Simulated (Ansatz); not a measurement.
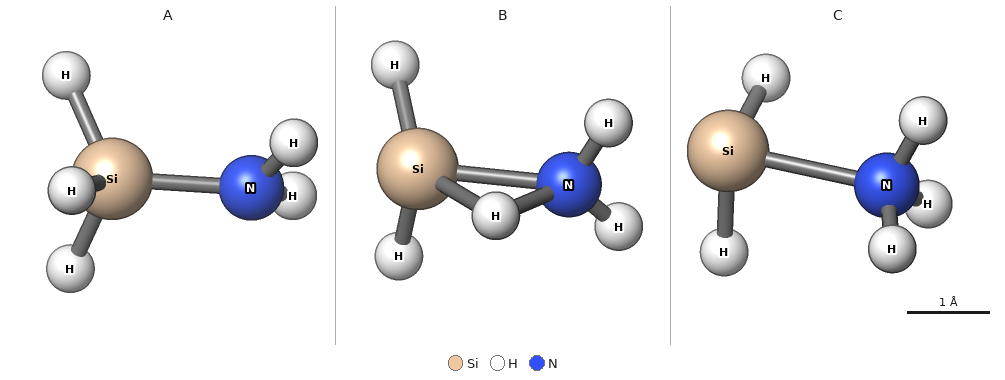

Three geometries of SiNH$_{5}$: a saddle point and the two minima that it joins, in shuffled order. The picture is a ball-and-stick view, seen at a tilt. Sticks join atoms that are closer than about 1.2 times the sum of their covalent radii (a little more with hydrogen).

Stationary points at PBE0-D4/def2-TZVP, single-point energies with CCSD(T)/CBS, wB97X-V, B2PLYP, PBE0-D4, wB97M-V, RPA@PBE (def2-TZVPP where no basis is named; Ansatz 0.2.0). The energies are electronic, without zero-point or thermal terms, and both ends are the minima reached downhill from the saddle, with any fragments still in contact. CCSD(T)/CBS stands for a frozen-core estimate: MP2 correlation extrapolated from def2-TZVPP and def2-QZVPP, CCSD(T) minus MP2 from the smaller set.

**Identify the saddle point and describe the reaction.**

Frame B is the saddle point. From C over the saddle to A, a bond forms: H–Si (2.57 → 1.62 → 1.49 Å). A bond breaks: H–N (1.01 → 1.36 → 2.60 Å). Bonds that stay but change much: N–Si (2.04 → 1.89 → 1.72 Å). The saddle has one imaginary mode, 1590i cm⁻¹. With CCSD(T)/CBS the barrier is 38.2 kcal/mol from C and 75.3 kcal/mol from A, and A lies 37.1 kcal/mol below C.

```
      level  barrier from C (kcal/mol)  barrier from A (kcal/mol)  A less C (kcal/mol)
CCSD(T)/CBS                       38.2                       75.3                −37.1
    wB97X-V                       38.6                       76.3                −37.7
     B2PLYP                       37.3                       74.6                −37.3
    PBE0-D4                       36.1                       70.7                −34.7
    wB97M-V                       39.3                       74.2                −34.9
    RPA@PBE                       38.7                       73.2                −34.5
```

Against CCSD(T)/CBS, wB97X-V comes closest on the barrier from C (+0.4 kcal/mol) and PBE0-D4 misses most (−2.2 kcal/mol).
